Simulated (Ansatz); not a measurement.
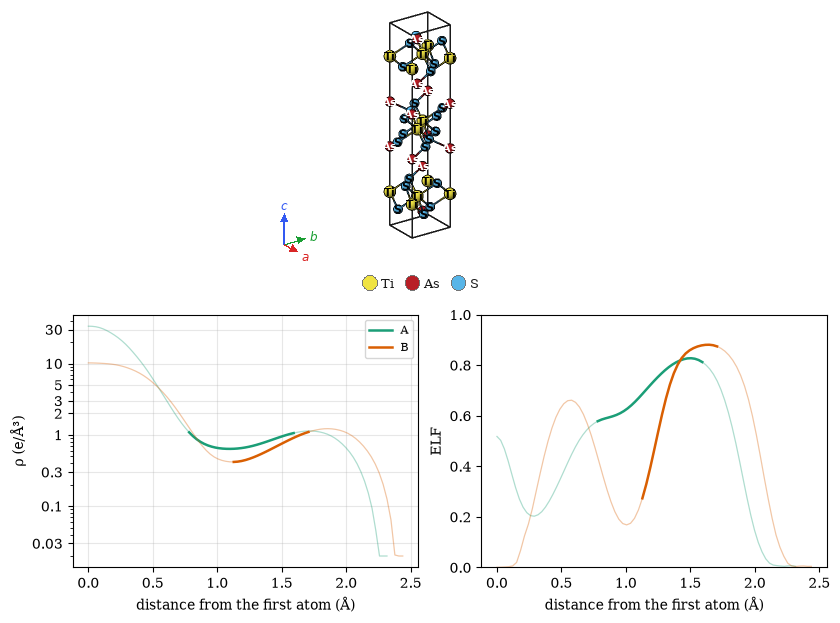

Figure 1: TiAsS3. Valence charge density (pseudo) and ELF along straight lines between neighbouring atoms. Thin, pale parts lie inside the atomic spheres. The structure is drawn too.

Space group R-3; a generated structure, not necessarily the stable one; computed without spin polarisation.

Computed with DFT PBE, scalar-relativistic, plane waves, PAW in Ansatz 0.2.0.

The density is the valence pseudo-density of a PAW calculation; it isn't the true density close to the nuclei.

```
CELL_PARAMETERS angstrom
-3.05831 5.29714 0.00000
6.11661 0.00000 0.00000
0.00000 0.00000 -20.89534
ATOMIC_POSITIONS crystal
Ti 0.33333 0.66667 0.83214
Ti 0.66667 0.33333 0.49881
Ti 0.00000 0.00000 0.16547
Ti 0.00000 0.00000 0.83453
Ti 0.33333 0.66667 0.50119
Ti 0.66667 0.33333 0.16786
As 0.66667 0.33333 0.94402
As 0.00000 0.00000 0.61069
As 0.33333 0.66667 0.27735
As 0.66667 0.33333 0.72265
As 0.00000 0.00000 0.38931
As 0.33333 0.66667 0.05598
S 0.31646 0.98525 0.76554
S 0.64979 0.65192 0.43221
S 0.98313 0.31859 0.09887
S 0.01475 0.33121 0.76554
S 0.34808 0.99787 0.43221
S 0.68141 0.66454 0.09887
S 0.66879 0.68354 0.76554
S 0.00213 0.35021 0.43221
S 0.33546 0.01687 0.09887
S 0.01687 0.68141 0.90113
S 0.35021 0.34808 0.56779
S 0.68354 0.01475 0.23446
S 0.31859 0.33546 0.90113
S 0.65192 0.00213 0.56779
S 0.98525 0.66879 0.23446
S 0.66454 0.98313 0.90113
S 0.99787 0.64979 0.56779
S 0.33121 0.31646 0.23446
```

**Which curve belongs to which contact (As–S and Ti–S)? The first atom named is at distance zero.**

Curve A: As–S (2.32 Å): ρ at the midpoint is about 0.64 e/Å³; the ELF peaks at about 0.85 between the atoms. Curve B: Ti–S (2.44 Å): ρ at the midpoint is about 0.44 e/Å³; the ELF peaks at about 0.90 in the valence shell of S, 0.8 Å from its nucleus, and is about 0.45 at the midpoint.
